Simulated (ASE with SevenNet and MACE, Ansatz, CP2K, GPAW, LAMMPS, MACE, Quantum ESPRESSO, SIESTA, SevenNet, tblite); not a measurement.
**Machine-learned potentials on glassy 48SiO2-36B2O3-8MgO-8CaO (mol %) (89 atoms): settings against a plane-wave reference**

Aim: run glassy 48SiO2-36B2O3-8MgO-8CaO (mol %) (89 atoms) in machine-learned potentials and see how near its forces come to a plane-wave reference, and at what cost.

Main program and level: ASE with SevenNet and MACE; the method is named at each step.

## 1. Set-up

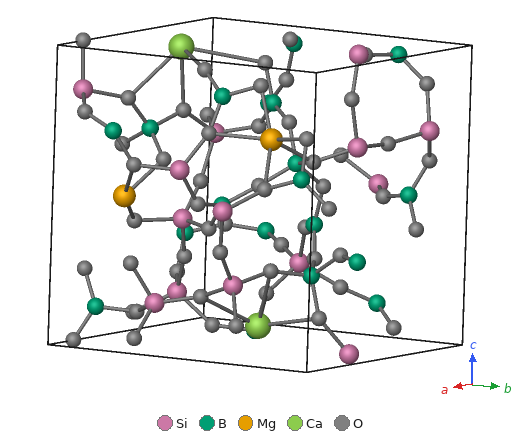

The cell as given, from a free direction (silicon pink, boron teal, magnesium orange, calcium green, oxygen grey). Some periodic images of atoms are drawn too.

The cell holds 89 atoms: 12 Si, 18 B, 2 Mg, 2 Ca and 55 O. Cell: a = 10.205 Å, b = 10.205 Å, c = 10.205 Å, α = 90.0°, β = 90.0°, γ = 90.0°. 89 atoms (12 Si, 18 B, 2 Mg, 2 Ca, 55 O) placed at random at 2.19 g/cm³, melted at 3000 K for 20 ps at fixed volume with the Buckingham and Coulomb pair potential of Guillot and Sator (Geochim. Cosmochim. Acta 71, 1249 (2007)) with the boron terms of Wang et al. (J. Non-Cryst. Solids 498, 294 (2018)). Quenched from 3000 K to 300 K at 50 K/ps and fixed volume, held 10 ps at zero pressure.

The yardstick, on the same geometry:

| Quantity | Value |
| --- | --- |
| method | Kohn-Sham DFT, PBE, SSSP efficiency 1.3.0 pseudopotentials, plane waves (Quantum ESPRESSO 7.5); sssp-pbe-1.3.0-efficiency, cutoffs 60/480 Ry, Γ point |
| r.m.s. force component | 1.261 eV/Å |
| longest force | 6.226 eV/Å |
| pressure | -1.9 GPa |
| gap (highest filled to lowest empty level) | 2.818 eV |
| time | 2.7 min on 4 MPI ranks of Arm Neoverse V1, shared host |
| CPU time | 11 min |

## 2. SevenNet 0 potential

Method: machine-learned interatomic potential SevenNet 0, trained on PBE(+U) plane-wave data.

File run.py:

```python
import numpy as np
from ase.io import read
import mlip  # loads the published weights by name

atoms = read("structure.xyz")
atoms.calc = mlip.calc("7net-0")
energy = atoms.get_potential_energy()
forces = atoms.get_forces()
print(f"energy {energy:.6f} eV")
print("forces (eV/A)")
for i, (a, f) in enumerate(zip(atoms, forces)):
    print(f"{i:4d} {a.symbol:2s} {f[0]:10.5f} {f[1]:10.5f} {f[2]:10.5f}")
stress = -atoms.get_stress(voigt=False) * 160.21766
print("stress (GPa, compression positive)")
for row in stress:
    print(" ".join(f"{x:10.4f}" for x in row))
```

File structure.xyz:

```xyz
89
Lattice="10.20454 0.00000 0.00000 0.00000 10.20454 0.00000 0.00000 0.00000 10.20454" Properties=species:S:1:pos:R:3 pbc="T T T"
Si 2.30347 5.06166 2.53052
Si 8.75550 0.19654 8.58569
Si 3.98610 1.29547 1.35435
Si 5.51586 9.12561 7.12787
Si 2.47613 10.12392 7.50462
Si 5.19391 8.85979 0.03663
Si 8.75213 3.27239 1.59272
Si 9.24184 4.38305 6.26508
Si 8.59304 6.23314 2.43950
Si 5.44524 2.29204 4.06712
Si 3.90926 2.55144 6.87184
Si 0.03806 6.71908 5.15891
B 6.03292 7.77341 2.68308
B 7.02532 10.15535 3.45628
B 2.08724 0.40645 3.11289
B 0.73013 3.63394 9.72636
B 8.83142 8.93693 6.31743
B 1.81110 8.98591 5.15574
B 4.22386 4.97512 8.14628
B 0.62299 2.70573 3.25617
B 8.26619 0.66891 1.19026
B 0.72758 7.22665 1.21352
B 5.33891 6.62969 6.33712
B 7.83137 5.13492 8.71447
B 4.02100 6.62642 4.13712
B 2.41552 8.76978 9.97943
B 3.34637 4.02334 0.22889
B 6.78439 4.62725 4.86348
B 0.01378 2.30194 7.50034
B 6.49162 1.53037 7.17685
Mg 8.34068 1.70508 5.05472
Mg 7.88464 7.14420 7.43033
Ca 5.95159 2.33061 9.97504
Ca 5.97762 5.71964 0.78453
O 6.04986 5.61342 5.55627
O 9.67166 2.83135 6.34100
O 3.52740 4.53980 1.55721
O 6.16773 3.76497 3.93263
O 2.72594 1.52078 7.28972
O 9.65656 6.32865 3.68057
O 4.20999 7.04899 5.49433
O 5.05023 0.22960 0.67156
O 1.50048 9.57267 6.35743
O 2.42011 9.68401 4.10294
O 8.19618 4.51357 5.02023
O 2.68053 0.49808 1.84865
O 5.86955 9.04694 8.79233
O 1.31557 7.69330 4.94553
O 7.32584 4.10406 9.48022
O 2.15642 9.76860 9.05224
O 5.96823 8.09240 1.25506
O 8.02842 0.04878 2.40592
O 3.66333 4.11304 7.22583
O 3.04422 5.70148 3.87201
O 7.83066 2.02948 1.09791
O 8.70427 9.97820 5.40963
[... 29 atom lines left out ...]
O 6.17701 0.26664 6.49621
O 5.25299 2.07897 7.72800
O 9.57288 6.99582 1.22740
O 8.66896 8.99530 7.69555
```

Launch:

```bash
$ OMP_NUM_THREADS=1 python run.py > output.txt
```

What it wrote:

```text
energy -683.445679 eV
forces (eV/A)
   0 Si    1.44962    1.36893   -0.13393
   1 Si   -3.32788    2.27907    0.31099
   2 Si   -1.00889    0.40895    0.80333
   3 Si   -1.26949    3.66342    1.68987
   4 Si    3.04317   -0.41527   -0.30573
   5 Si    0.35499    1.26201    0.95696
   6 Si    2.82701    0.15791   -2.12018
   7 Si   -1.50921    1.08555   -0.39164
   8 Si    2.84826    2.97861    0.05402
   9 Si    0.77161    0.10273    0.19599
  10 Si    2.43757   -0.45673   -0.73252
  11 Si    0.11584    1.25546   -1.77485
  12 B    -0.14246    1.75061    1.94273
  13 B    -0.95650   -2.88097   -2.80481
  14 B     0.13686    1.01370    0.90069
  15 B     0.97913   -0.88637    0.81701
  16 B     0.19031    4.39193   -4.36054
  17 B    -0.74828   -0.45459   -1.10211
  18 B     1.29097    0.86499   -1.74265
  19 B     1.42078   -0.91985   -2.15541
  20 B    -1.12216   -0.51041    1.43468
  21 B     0.60075   -0.90022   -0.43580
  22 B    -2.16651   -2.16444   -1.55792
  23 B    -2.74301    0.32750    4.15993
[...]
81 O     0.02965    0.06312   -0.37028
  82 O    -0.03918    0.18576   -0.46639
  83 O     0.06973    0.06370   -1.65380
  84 O    -0.98315   -1.12182   -0.45805
  85 O    -0.34714   -1.52059    0.14754
  86 O    -0.85586    0.53328    0.93854
  87 O    -1.34847    0.28701    0.83491
  88 O     0.30993    0.13204    1.54259
stress (GPa, compression positive)
   -0.6317    -0.1145     1.3356
   -0.1145    -1.1666     1.8162
    1.3356     1.8162    -3.0117
```

It took 9.1 s on 1 thread of Arm Neoverse V1, shared host; peak memory 1 GiB.

Banners, paths, timers and routine set-up lines are dropped from the logs unmarked, and long logs keep their key lines alone; longer cuts are marked.

Numbers from this run, and their distance from the reference:

| Item | Value |
| --- | --- |
| r.m.s. force component | 1.203 eV/Å |
| r.m.s. difference of force components | 170.9 meV/Å |
| longest difference of force vectors | 770.3 meV/Å |
| force difference over r.m.s. force | 13.55 % |
| slope of forces against the reference's | 0.9457 |
| correlation of force components | 0.9915 |
| pressure | -1.603 GPa |
| pressure difference | 0.297 GPa |

Length of the force difference by element (eV/Å):

```tsv
element	atoms	mean	most
B	18	0.28	0.77
Ca	2	0.27	0.46
Mg	2	0.34	0.55
O	55	0.24	0.56
Si	12	0.33	0.67
```

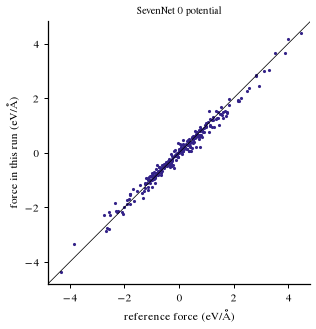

Force components against those of the reference; the line marks equality.

A closer look about Si5, picked at random: 9 atoms, nearest first, numbered in the order of the input, with positions taken from that point.

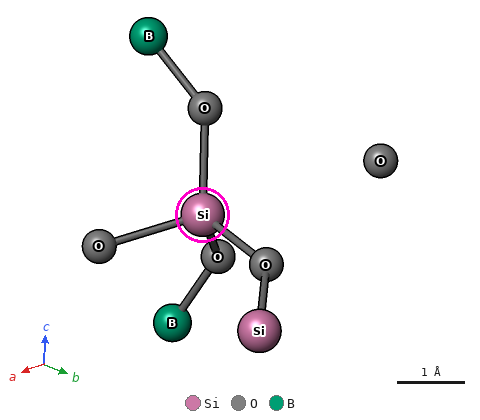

The atoms of the table, within 3.1 Å (arrows a, b, c point along x, y, z); some may hide others; the central atom is ringed.

```tsv
atom	x	y	z	distance (Å)	bonds	Fx	Fy	Fz (eV/Å)
Si5	0.00	0.00	0.00	0.00	4	3.04	-0.42	-0.31
O43	-0.98	-0.55	-1.15	1.60	2	-0.45	-0.13	0.06
O50	-0.32	-0.36	1.55	1.62	2	-0.57	-0.09	0.08
O39	0.25	1.60	-0.21	1.63	2	-0.88	0.42	-0.05
O59	1.43	-0.76	-0.38	1.67	2	-0.91	-0.09	0.07
B18	-0.67	-1.14	-2.35	2.69	3	-0.75	-0.45	-1.10
B26	-0.06	-1.35	2.47	2.82	3	-0.16	-1.12	0.42
O60	-2.69	1.11	0.51	2.95	2	1.36	0.53	-1.15
Si11	1.43	2.63	-0.63	3.06	4	2.44	-0.46	-0.73
```

Atoms are counted from 1 here, from 0 in the log.

Forces lie 14 % from the reference's, at 0.014 times its CPU time (on 1 against 4 cores).

## 3. SevenNet l3i5 potential

Method: machine-learned interatomic potential SevenNet l3i5, trained on PBE(+U) plane-wave data.

Changes to run.py since step 2:

```diff
@@ -5,3 +5,3 @@
 atoms = read("structure.xyz")
-atoms.calc = mlip.calc("7net-0")
+atoms.calc = mlip.calc("7net-l3i5")
 energy = atoms.get_potential_energy()
```

structure.xyz is that of step 2.

What it wrote:

```text
energy -683.197876 eV
forces (eV/A)
   0 Si    1.49174    1.44235   -0.29906
   1 Si   -3.39356    2.28223    0.15197
   2 Si   -1.21096    0.39637    0.99013
   3 Si   -1.21100    3.50998    1.65630
   4 Si    3.00679   -0.40822   -0.28235
   5 Si    0.34091    1.34304    0.87371
   6 Si    2.91211    0.09957   -2.17188
   7 Si   -1.52798    1.05236   -0.29714
   8 Si    2.95888    3.05814    0.06227
   9 Si    0.89199    0.10376    0.42675
  10 Si    2.49051   -0.51039   -0.87712
  11 Si    0.10540    1.01598   -1.63968
  12 B    -0.09854    1.81043    2.08798
  13 B    -0.99538   -2.76316   -2.59641
  14 B     0.23145    0.91391    0.88818
  15 B     0.97557   -0.84216    0.74914
  16 B     0.42156    4.29137   -4.32546
  17 B    -0.72587   -0.42031   -0.79361
  18 B     1.32651    0.86752   -1.80472
  19 B     1.48451   -0.88378   -2.30885
  20 B    -1.10810   -0.56334    1.40399
  21 B     0.53726   -0.88520   -0.38043
  22 B    -2.12094   -2.27942   -1.67752
  23 B    -2.53036    0.19339    3.86515
[...]
81 O    -0.01316    0.14528   -0.44084
  82 O    -0.07545    0.10469   -0.42098
  83 O    -0.01702    0.07678   -1.38554
  84 O    -1.06337   -1.17503   -0.45983
  85 O    -0.38625   -1.68595    0.05334
  86 O    -0.94139    0.54212    1.19478
  87 O    -1.26623    0.24999    0.89503
  88 O     0.28010    0.10291    1.53078
stress (GPa, compression positive)
   -0.4090     0.0989     1.2364
    0.0989    -0.9876     1.6762
    1.2364     1.6762    -3.0328
```

Wall time 11 s (1 thread); peak memory 1.7 GiB.

Numbers from this run, and their distance from the reference:

```yaml
r_m_s_force_component: 1.2 eV/Å
r_m_s_difference_of_force_components: 119.6 meV/Å
longest_difference_of_force_vectors: 518.6 meV/Å
force_difference_over_r_m_s_force: 9.486 %
slope_of_forces_against_the_reference_s: 0.9481
correlation_of_force_components: 0.9965
pressure: -1.476 GPa
pressure_difference: 0.4238 GPa
```

Against the first run (14 %), the force difference from the reference is 9.5 %, at 1.3 times the CPU time.

## 4. MACE MPA-0 medium potential

Method: machine-learned interatomic potential MACE MPA-0 medium, trained on PBE(+U) plane-wave data.

Changes to run.py since step 3:

```diff
@@ -5,3 +5,3 @@
 atoms = read("structure.xyz")
-atoms.calc = mlip.calc("7net-l3i5")
+atoms.calc = mlip.calc("mace-mpa-0-medium")
 energy = atoms.get_potential_energy()
```

structure.xyz is that of step 3.

What it wrote:

```text
energy -683.309340 eV
forces (eV/A)
   0 Si    1.66842    1.44195   -0.09757
   1 Si   -3.33095    2.19699    0.28909
   2 Si   -1.24628    0.37921    0.70317
   3 Si   -1.22845    3.47215    1.89619
   4 Si    3.11092   -0.27316   -0.35786
   5 Si    0.32390    1.30084    0.83747
   6 Si    2.82244    0.48084   -2.13997
   7 Si   -1.52284    0.96502   -0.27399
   8 Si    2.86347    3.13825   -0.04332
   9 Si    0.78161    0.09765    0.25905
  10 Si    2.39948   -0.45814   -0.82593
  11 Si    0.17545    1.22038   -1.79624
  12 B    -0.13180    1.74573    2.03221
  13 B    -1.12986   -2.93669   -2.87589
  14 B     0.19783    1.01385    0.86235
  15 B     1.23137   -0.88288    0.86483
  16 B     0.48819    4.19801   -4.25984
  17 B    -0.84800   -0.50675   -1.08219
  18 B     1.23138    0.76452   -1.84458
  19 B     1.51595   -1.02952   -2.39654
  20 B    -1.05974   -0.79453    1.59346
  21 B     0.42680   -0.81008   -0.51804
  22 B    -2.11040   -2.13339   -1.49157
  23 B    -2.50793    0.21526    3.91602
[...]
81 O    -0.04687    0.08536   -0.43320
  82 O    -0.01114    0.07575   -0.41586
  83 O     0.00691    0.21203   -1.52105
  84 O    -1.05928   -1.24065   -0.45683
  85 O    -0.27819   -1.60033    0.05655
  86 O    -0.78109    0.41843    1.09791
  87 O    -1.27559    0.30636    0.85343
  88 O     0.24117    0.04310    1.50155
stress (GPa, compression positive)
   -0.1678     0.0615     1.3448
    0.0615    -0.6325     1.8601
    1.3448     1.8601    -2.7904
```

The job ended after 9.3 s (1 thread; peak memory 1.1 GiB).

Numbers from this run, and their distance from the reference:

| Property | Result |
| --- | --- |
| r.m.s. force component | 1.205 eV/Å |
| r.m.s. difference of force components | 151.1 meV/Å |
| longest difference of force vectors | 659.5 meV/Å |
| force difference over r.m.s. force | 11.98 % |
| slope of forces against the reference's | 0.9492 |
| correlation of force components | 0.9935 |
| pressure | -1.197 GPa |
| pressure difference | 0.7034 GPa |

Against the first run (14 %), the force difference from the reference is 12 %, at 1.0 times the CPU time.

## 5. All runs compared

Differences are against the plane-wave reference, forces as r.m.s. over components; share is that over the reference's r.m.s. force, slope the least-squares factor from reference forces to these. Total energies of different programs have different zeros and aren't compared.

```tsv
run	Δ force, r.m.s. (meV/Å)	share (%)	slope	Δ pressure (GPa)	cores	CPU time	memory (GiB)
reference	-	-	-	-	4	11 min	3.0
SevenNet 0 potential	171	13.5	0.946	0.297	1	9.1 s	1.0
SevenNet l3i5 potential	120	9.49	0.948	0.424	1	11 s	1.7
MACE MPA-0 medium potential	151	12.0	0.949	0.703	1	9.3 s	1.1
```

Times of the machine-learned potentials are mostly Python's start and the loading of weights.

CPU time is summed over cores on a shared host, where runs went side by side, so it is rough. Symmetry, cutoffs, thresholds, outputs and thread counts weren't matched or tuned between programs; memory under MPI is the largest rank's times the ranks.

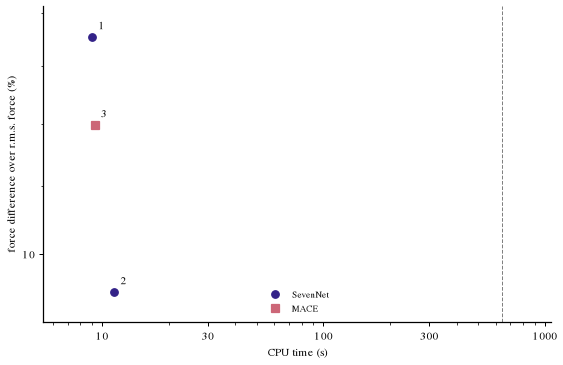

Force difference against CPU time; the dashed line marks the reference's time. Points: 1 SevenNet 0 potential; 2 SevenNet l3i5 potential; 3 MACE MPA-0 medium potential.

## 6. What came out

* nearest in forces: SevenNet l3i5 potential, 9.5 %
* its CPU time: 11 s

What this shows: Machine-learned potentials differ by 9.5 % (SevenNet l3i5 potential) to 14 % (SevenNet 0 potential); they were trained on other programs' data. The reference's pressure holds the uncorrected Pulay stress of its 60 Ry basis, so small pressure differences, and their order, may be the reference's own error. Machine-learned potentials mimic data converged in k, so the reference's own k-point error enters their differences. The quench rate of 50 K/ps is many orders above laboratory rates, so the cell is likely richer in defects and strain than a real sample. The network of bonds at the start is that of the classical potential that made the cell, and needn't be the one that DFT or experiment would give. The electronic-structure runs sample only Γ, in a cell whose shortest periodic width is 10 Å.

[Also dropped from logs without a mark: logging warnings of Python, and SIESTA's first energy breakdown and zero terms.]

[Logs are printed without paths, hosts, clocks, repeated set-up lines and the standing remarks that a program may print on its own settings, such as how far it seeks lower states.]

[Hosts, paths, dates, database ids (printed as entryN), source tags and the programs' standing remarks are cut or masked in the printed files.]
